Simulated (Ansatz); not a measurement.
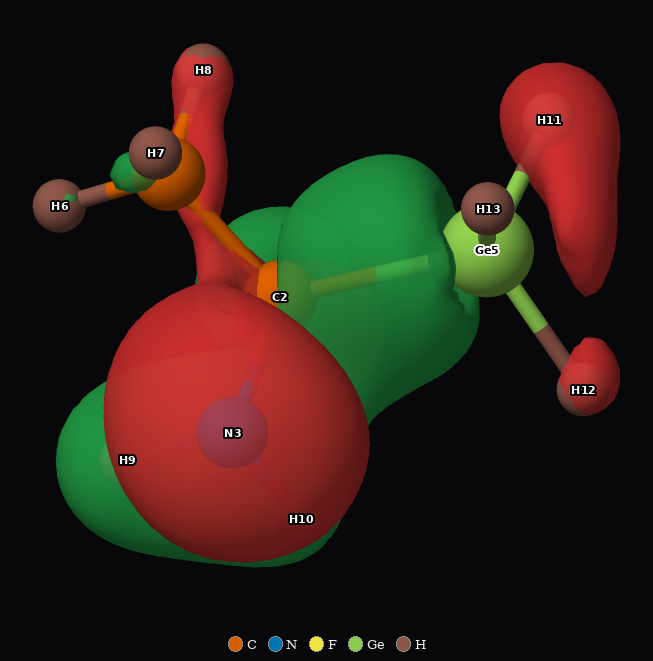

Figure. C2H8FGeN. The HOMO at ±0.08 Å⁻³ᐟ² (green and red are the two phases), seen across its widest extent.

All numbers below come from Ansatz 0.2.0, RKS B3LYP/def2-SVP.

Input file:

```
crystal:
  periodic: [false, false, false]
  atoms:
    - { symbol: C, position_ang: [-1.1012, -0.7725, 0.6155] }
    - { symbol: C, position_ang: [0.1076, -0.3948, -0.1914] }
    - { symbol: "N", position_ang: [1.2678, -0.7092, 0.5827] }
    - { symbol: F, position_ang: [0.1936, -1.111, -1.3717] }
    - { symbol: Ge, position_ang: [0.1157, 1.5048, -0.6485] }
    - { symbol: H, position_ang: [-1.1775, -1.7976, 0.8348] }
    - { symbol: H, position_ang: [-1.1432, -0.155, 1.561] }
    - { symbol: H, position_ang: [-2.0157, -0.4566, 0.0044] }
    - { symbol: H, position_ang: [1.01938, -1.11731, 1.50959] }
    - { symbol: H, position_ang: [1.81716, 0.16447, 0.80004] }
    - { symbol: H, position_ang: [-1.1568, 1.849, -1.4466] }
    - { symbol: H, position_ang: [1.4046, 1.8577, -1.4332] }
    - { symbol: H, position_ang: [0.0552, 2.369, 0.6621] }
basis:
  gaussian: { orbitals: def2-SVP }
hamiltonian:
  xc: b3lyp
relax:
  f_tol: 0.015
  max_steps: 40
output:
  orbitals: {}
```

Launched as:

```sh
ansatz run input.yaml --threads 2 --pin off --max-ram 3072MiB --backend cpu --events-out ev --progress --plain --runs-dir out
```

The fields are those of the relaxed geometry.

Where does this orbital lie, and at what energy?

Answer. By Hirshfeld shares it lies mainly on N3 (about 55 %), F4 (about 10 %), C2 (about 10 %) and Ge5 (about 10 %). Its energy is −7.30 eV.
